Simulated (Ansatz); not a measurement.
# Geometry relaxation, with input and output: WH8O (part 1 of 2)

System: WH8O.
Method: RKS PBE-D4/def2-SVP (Ansatz 0.2.0).

The input holds or restrains some coordinates. It belongs to a series of runs on one base structure; here: pulled along the bonds that form and break, towards end B. Figures and captions count atoms from 1; the log counts them from 0 in places.

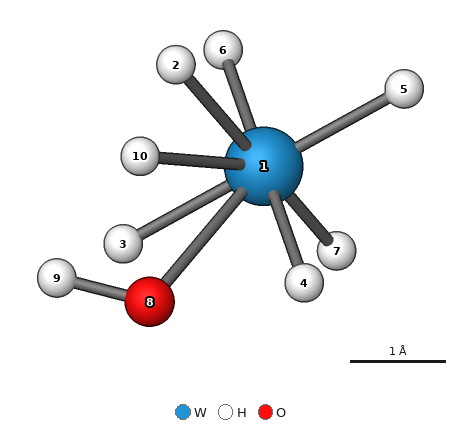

**Figure 1.** The structure as given in the input (ball-and-stick view, seen at a tilt; atoms are numbered from 1 in the order of the input). Sticks mark near contacts.

The input:
```yaml
crystal:
  periodic: [false, false, false]
  atoms:
    - { symbol: W, position_ang: [0.0, 0.0, 0.0] }
    - { symbol: H, position_ang: [0.0, 0.0, 2.07] }
    - { symbol: H, position_ang: [1.72, 0.0, 0.0] }
    - { symbol: H, position_ang: [0.0, 1.72, 0.0] }
    - { symbol: H, position_ang: [-1.72, 0.0, 0.0] }
    - { symbol: H, position_ang: [0.0, -1.72, 0.0] }
    - { symbol: H, position_ang: [0.0, 0.0, -1.72] }
    - { symbol: O, position_ang: [1.4721, 1.5335, 0.7063] }
    - { symbol: H, position_ang: [2.2027, 1.0805, 1.2365] }
    - { symbol: H, position_ang: [0.7317, 0.7622, 1.9256] }
basis:
  gaussian: { orbitals: def2-SVP }
hamiltonian:
  xc: pbe
  dispersion: d4
relax:
  f_tol: 0.15
  max_steps: 25
  restrain:
    - { distance: [0, 7], at: 1.94, k: 30.0 }
    - { distance: [9, 1], at: 0.66, k: 30.0 }
    - { distance: [0, 1], at: 2.92, k: 30.0 }
    - { distance: [9, 7], at: 2.21, k: 30.0 }
```

Run as:
```bash
ansatz run input.yaml --threads 1 --pin off --max-ram 2048MiB --backend cpu --events-out ev --progress --plain --runs-dir out
```

What the program printed:
```
The last accepted step is kept in [file] (removed where the run ends without a failure and the disk answers)
Engine: ansatz 0.2.0, aarch64-unknown-linux-gnu
Functional definition: PBE
  parameter kappa = 0.804
  parameter beta = 0.06672455060314922
  exchange = pbe_x(kappa = kappa, mu = beta*pi^2/3)
  correlation = pbe_c(beta = beta)
914 factors; their error is unknown
mean field evaluation 1: about -3983.4308 eV, gradient 5.4e1 eV
mean field evaluation 2: about -3777.7682 eV, gradient 2.5e2 eV
mean field evaluation 4: about -3983.5674 eV, gradient 5.0e1 eV
mean field evaluation 8: about -3983.7964 eV, gradient 3.3e1 eV
mean field evaluation 16: about -3989.9473 eV, gradient 3.8e-2 eV
mean field evaluation 32: about -3989.8245 eV, gradient 1.1e0 eV
mean field evaluation 64: about -3989.8558 eV, gradient 2.1e0 eV
mean field -3989.89342912 eV, -146.6258790734 hartree, gradient 3.8e-5 eV, S^2 0.000000; 6 other end points of the search recorded, 0 dependent functions left out
the calculation of the forces begins
reference -3989.89349218 eV, -146.6258813908 hartree; 15, 15 occupied and 71, 71 virtual orbitals, 914 factors
relax step   1: F+E_penalty+E_count = -3990.08715618 eV  Δ(F+E_penalty+E_count) = +0.000e0 eV  max|allowed force component| = 5.771e0 eV/Å  E_restraint = 19.85681853 eV  max|allowed force component, restraints' pulls added| = 2.432e1 eV/Å  Δτ_max = 0.0000 Å  (249 SCF iters, accepted)
  distance W 0 - O 7 = 2.2400 Å
  distance H 9 - H 1 = 1.0664 Å
  distance W 0 - H 1 = 2.0700 Å
  distance H 9 - O 7 = 1.6217 Å
these checks for a lower state are left out or cut short: starts, cluster_reference, orbital_swaps, neighbouring_geometries, increment
914 factors; their error is unknown
mean field -3991.38756259 eV, -146.6807874654 hartree, gradient 1.3e-5 eV, S^2 0.000000; 0 other end points of the search recorded, 0 dependent functions left out
[... from here on the field's lines of each further geometry are left out, up to the last ...]
relax step   2: F+E_penalty+E_count = -3991.56863998 eV  Δ(F+E_penalty+E_count) = -1.481e0 eV  max|allowed force component| = 3.010e0 eV/Å  E_restraint = 7.98636775 eV  max|allowed force component, restraints' pulls added| = 1.773e1 eV/Å  Δτ_max = 0.1948 Å  (81 SCF iters, accepted)
relax step   3: F+E_penalty+E_count = -3992.64774828 eV  Δ(F+E_penalty+E_count) = -1.079e0 eV  max|allowed force component| = 4.819e0 eV/Å  E_restraint = 2.23028932 eV  max|allowed force component, restraints' pulls added| = 8.263e0 eV/Å  Δτ_max = 0.1949 Å  (43 SCF iters, accepted)
relax step   4: F+E_penalty+E_count = -3994.52562075 eV  Δ(F+E_penalty+E_count) = -1.878e0 eV  max|allowed force component| = 3.178e0 eV/Å  E_restraint = 0.14687352 eV  max|allowed force component, restraints' pulls added| = 3.178e0 eV/Å  Δτ_max = 0.1949 Å  (45 SCF iters, accepted)
relax step   5: F+E_penalty+E_count = -3995.76268569 eV  Δ(F+E_penalty+E_count) = -1.237e0 eV  max|allowed force component| = 2.195e0 eV/Å  E_restraint = 0.07886900 eV  max|allowed force component, restraints' pulls added| = 3.313e0 eV/Å  Δτ_max = 0.1950 Å  (35 SCF iters, accepted)
relax step   6: F+E_penalty+E_count = -3996.57895981 eV  Δ(F+E_penalty+E_count) = -8.163e-1 eV  max|allowed force component| = 1.188e0 eV/Å  E_restraint = 0.08730266 eV  max|allowed force component, restraints' pulls added| = 1.167e0 eV/Å  Δτ_max = 0.1949 Å  (37 SCF iters, accepted)
relax step   7: F+E_penalty+E_count = -3996.87127104 eV  Δ(F+E_penalty+E_count) = -2.923e-1 eV  max|allowed force component| = 1.701e0 eV/Å  E_restraint = 0.06846341 eV  max|allowed force component, restraints' pulls added| = 1.245e0 eV/Å  Δτ_max = 0.1994 Å  (36 SCF iters, accepted)
relax step   8: F+E_penalty+E_count = -3996.95269941 eV  Δ(F+E_penalty+E_count) = -8.143e-2 eV  max|allowed force component| = 1.263e0 eV/Å  E_restraint = 0.07233978 eV  max|allowed force component, restraints' pulls added| = 9.125e-1 eV/Å  Δτ_max = 0.1515 Å  (30 SCF iters, accepted)
relax step   9: F+E_penalty+E_count = -3996.99574864 eV  Δ(F+E_penalty+E_count) = -4.305e-2 eV  max|allowed force component| = 1.188e0 eV/Å  E_restraint = 0.06767998 eV  max|allowed force component, restraints' pulls added| = 2.329e-1 eV/Å  Δτ_max = 0.1530 Å  (38 SCF iters, accepted)
relax step  10: F+E_penalty+E_count = -3996.99778072 eV  Δ(F+E_penalty+E_count) = -2.032e-3 eV  max|allowed force component| = 1.441e0 eV/Å  E_restraint = 0.06732012 eV  max|allowed force component, restraints' pulls added| = 3.034e-1 eV/Å  Δτ_max = 0.1109 Å  (32 SCF iters, accepted)
relax step  11: F+E_penalty+E_count = -3997.01963621 eV  Δ(F+E_penalty+E_count) = -2.186e-2 eV  max|allowed force component| = 1.189e0 eV/Å  E_restraint = 0.07231219 eV  max|allowed force component, restraints' pulls added| = 4.282e-1 eV/Å  Δτ_max = 0.2000 Å  (39 SCF iters, accepted)
relax step  12: F+E_penalty+E_count = -3997.03729496 eV  Δ(F+E_penalty+E_count) = -1.766e-2 eV  max|allowed force component| = 1.236e0 eV/Å  E_restraint = 0.06705061 eV  max|allowed force component, restraints' pulls added| = 3.111e-1 eV/Å  Δτ_max = 0.0383 Å  (33 SCF iters, accepted)
relax step  13: F+E_penalty+E_count = -3997.14240501 eV  Δ(F+E_penalty+E_count) = -1.051e-1 eV  max|allowed force component| = 1.248e0 eV/Å  E_restraint = 0.06064864 eV  max|allowed force component, restraints' pulls added| = 6.049e-1 eV/Å  Δτ_max = 0.1963 Å  (36 SCF iters, accepted)
relax step  14: F+E_penalty+E_count = -3997.34236897 eV  Δ(F+E_penalty+E_count) = -2.000e-1 eV  max|allowed force component| = 1.116e0 eV/Å  E_restraint = 0.06688663 eV  max|allowed force component, restraints' pulls added| = 9.800e-1 eV/Å  Δτ_max = 0.1984 Å  (37 SCF iters, accepted)
relax step  15: F+E_penalty+E_count = -3997.60027640 eV  Δ(F+E_penalty+E_count) = -2.579e-1 eV  max|allowed force component| = 1.550e0 eV/Å  E_restraint = 0.09931242 eV  max|allowed force component, restraints' pulls added| = 1.860e0 eV/Å  Δτ_max = 0.1940 Å  (37 SCF iters, accepted)
relax step  16: F+E_penalty+E_count = -3997.71386917 eV  Δ(F+E_penalty+E_count) = -1.136e-1 eV  max|allowed force component| = 1.278e0 eV/Å  E_restraint = 0.08140733 eV  max|allowed force component, restraints' pulls added| = 1.364e0 eV/Å  Δτ_max = 0.1950 Å  (36 SCF iters, accepted)
relax step  17: F+E_penalty+E_count = -3997.85243237 eV  Δ(F+E_penalty+E_count) = -1.386e-1 eV  max|allowed force component| = 1.416e0 eV/Å  E_restraint = 0.07365827 eV  max|allowed force component, restraints' pulls added| = 2.770e-1 eV/Å  Δτ_max = 0.2000 Å  (35 SCF iters, accepted)
relax step  18: F+E_penalty+E_count = -3997.85062801 eV  Δ(F+E_penalty+E_count) = +1.804e-3 eV  max|allowed force component| = 1.397e0 eV/Å  E_restraint = 0.07009613 eV  max|allowed force component, restraints' pulls added| = 3.988e-1 eV/Å  Δτ_max = 0.1206 Å  (37 SCF iters, accepted)
the calculation of the forces begins
reference -3997.69124897 eV, -146.9124436671 hartree; 15, 15 occupied and 71, 71 virtual orbitals, 914 factors
relax step  19: F+E_penalty+E_count = -3997.86786963 eV  Δ(F+E_penalty+E_count) = -1.724e-2 eV  max|allowed force component| = 1.370e0 eV/Å  E_restraint = 0.07158307 eV  max|allowed force component, restraints' pulls added| = 1.445e-1 eV/Å  Δτ_max = 0.0732 Å  (30 SCF iters, accepted)
  distance W 0 - O 7 = 1.9165 Å
  distance H 9 - H 1 = 0.7243 Å
  distance W 0 - H 1 = 2.9218 Å
  distance H 9 - O 7 = 2.2192 Å
914 factors; their error is unknown
mean field evaluation 224: about -3997.7186 eV, gradient 2.1e0 eV
```

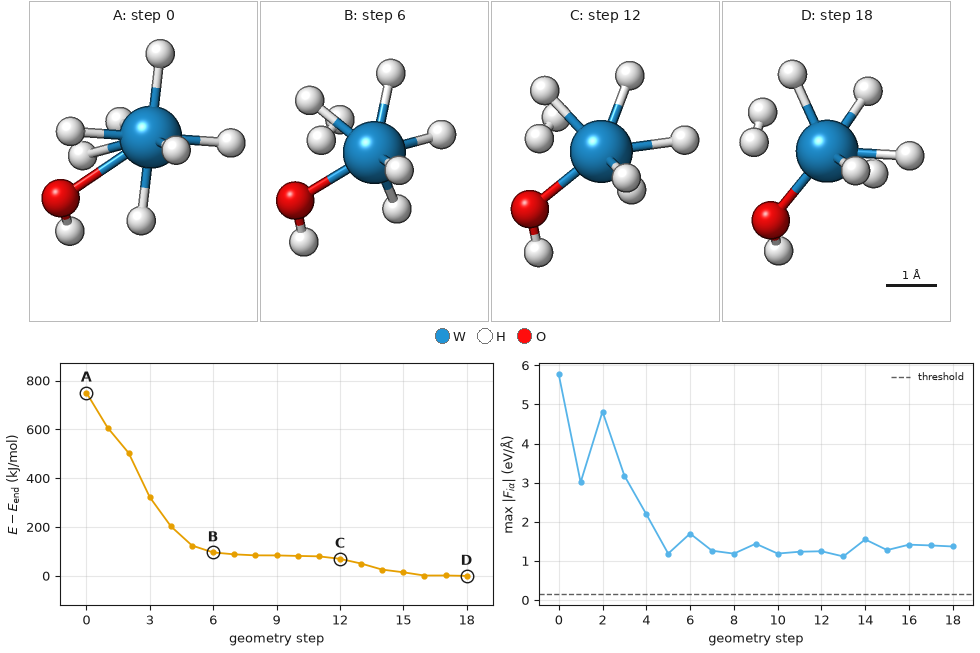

**Figure 2.** Frames of the restrained relaxation (ball-and-stick view, seen at a tilt) above the curves, on which the letters mark them (the first geometry is step 0 here and step 1 in the log).

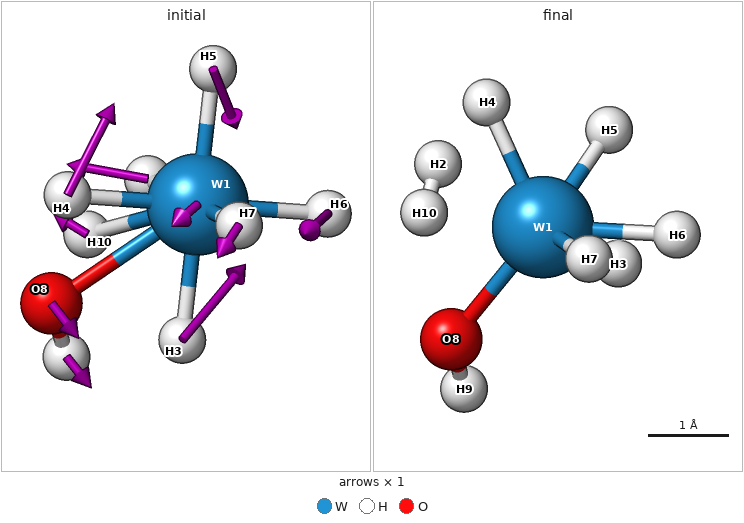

**Figure 3.** Before (left) and after (right) the restrained relaxation, at one scale (ball-and-stick view, seen at a tilt). The pink arrows give the displacements, at true length. H3 moves most after the best rigid fit: 1.45 Å. By element the largest moves are H 1.45 Å, O 0.58 Å, W 0.56 Å. Among the contacts that change: W1–H2 2.070 → 2.922 Å, W1–H10 2.196 → 2.609 Å, H2–H10 1.066 → 0.724 Å, W1–O8 2.240 → 1.917 Å. New bonds form: H2–H10 (1.07 → 0.72 Å). Bonds break: W1–H2 (2.07 → 2.92 Å). Among the angles that change: H3–W1–H5 180.0° → 62.2°, H4–W1–O8 46.8° → 114.9°, H4–W1–H6 180.0° → 117.4°. After 18 geometry steps the energy has fallen by 750.7 kJ/mol. The largest force component goes from 5.8 to 1.4 eV/Å. (Atoms are counted from 1 in the order of the input.)

```
mean field -3997.69119140 eV, -146.9124415517 hartree, gradient 1.8e-5 eV, S^2 0.000000; 1 other end points of the search recorded, 0 dependent functions left out
the calculation of the forces begins
reference -3997.69124897 eV, -146.9124436671 hartree; 15, 15 occupied and 71, 71 virtual orbitals, 914 factors
Total energy: -3997.86792720 eV, -146.9189364723 hartree
Atom 0 at     0.220224     0.427114    -0.257276 Å, force     0.527690     0.284010     0.101287 eV/Å
Atom 1 at     0.086682     0.811039     2.636133 Å, force    -1.370058    -0.685726     1.049233 eV/Å
Atom 2 at     0.847348    -0.911878     0.514847 Å, force    -0.021040    -0.001376     0.009508 eV/Å
Atom 3 at    -1.235891     1.115142     0.327747 Å, force    -0.011926     0.003248     0.009011 eV/Å
Atom 4 at    -0.867099    -0.622409     0.512035 Å, force     0.019613    -0.018220     0.015782 eV/Å
Atom 5 at     0.119082    -1.079550    -1.011460 Å, force     0.011264    -0.018284     0.010676 eV/Å
Atom 6 at     0.228686     0.424659    -1.971868 Å, force     0.011113     0.038007     0.037914 eV/Å
Atom 7 at     1.821024     1.269516     0.375818 Å, force    -0.294370    -0.322700    -0.433160 eV/Å
Atom 8 at     2.563497     0.855797     0.857502 Å, force    -0.090199     0.047090    -0.036370 eV/Å
Atom 9 at     0.622947     1.086771     2.234922 Å, force     1.217914     0.673948    -0.763882 eV/Å
Dipole moment:     0.338340     0.171645     0.192764 e Å
```

Trajectory as extended XYZ (Å, eV, eV/Å), 19 frames, from step=1 to step=19:
```
10
Properties=species:S:1:pos:R:3:forces:R:3 step=1 energy=-3990.08716
W     0.0000    0.0000    0.0000    4.4274   5.7705   4.4287
H     0.0000    0.0000    2.0700    1.5990   1.4532   0.4721
H     1.7200    0.0000    0.0000    1.6897  -2.9316  -1.0558
H     0.0000    1.7200    0.0000   -2.5347   1.5409  -2.6627
H    -1.7200    0.0000    0.0000   -1.2483  -1.3692  -0.0479
H     0.0000   -1.7200    0.0000   -0.9508  -1.2894  -1.5367
H     0.0000    0.0000   -1.7200    0.0186  -0.0968  -0.0359
O     1.4721    1.5335    0.7063   -0.4881  -1.5271   0.8190
H     2.2027    1.0805    1.2365   -0.1301   0.4353  -0.6862
H     0.7317    0.7622    1.9256   -2.3826  -1.9858   0.3055
10
Properties=species:S:1:pos:R:3:forces:R:3 step=2 energy=-3991.56864
W     0.0721    0.0850   -0.1029    2.2384   3.0098  -2.7686
H     0.0533    0.0533    2.2496    0.5988   0.6169  -0.2314
H     1.7430   -0.0311   -0.0128    1.0613  -2.8812   1.2537
H    -0.0258    1.7423   -0.0298   -2.6706   1.5461   0.5297
H    -1.7264   -0.0140   -0.0014    0.2355  -1.0136   1.5096
H    -0.0096   -1.7257   -0.0175   -0.6549  -0.1826   1.1142
H     0.0008   -0.0003   -1.7290    0.0823  -0.0002  -1.6479
O     1.4817    1.5232    0.6248    1.2103  -0.5829   1.0558
H     2.1945    1.0892    1.2236   -0.7924   0.6555  -1.3964
H     0.6229    0.6543    2.0137   -1.3086  -1.1678   0.5812
10
Properties=species:S:1:pos:R:3:forces:R:3 step=3 energy=-3992.64775
W     0.1316    0.1528   -0.2756    1.1135   0.8640   1.1788
H     0.0723    0.0738    2.3501   -0.8527  -0.9103   0.3565
H     1.7529   -0.0672    0.0179    0.3415  -2.5268   1.0451
H    -0.0600    1.7616   -0.0023   -2.6270   0.7935   1.1813
H    -1.7140   -0.0242    0.0280    1.3523  -0.4327   0.8587
H    -0.0157   -1.7210    0.0143   -0.4644   1.2816   1.0860
H     0.0017   -0.0003   -1.7735    0.0862  -0.1419  -4.8190
O     1.4991    1.5175    0.5537    1.5949  -0.3181   1.0068
H     2.1833    1.0970    1.2034   -0.9422   0.7711  -1.6808
H     0.5553    0.5860    2.1022    0.3980   0.6197  -0.2134
```
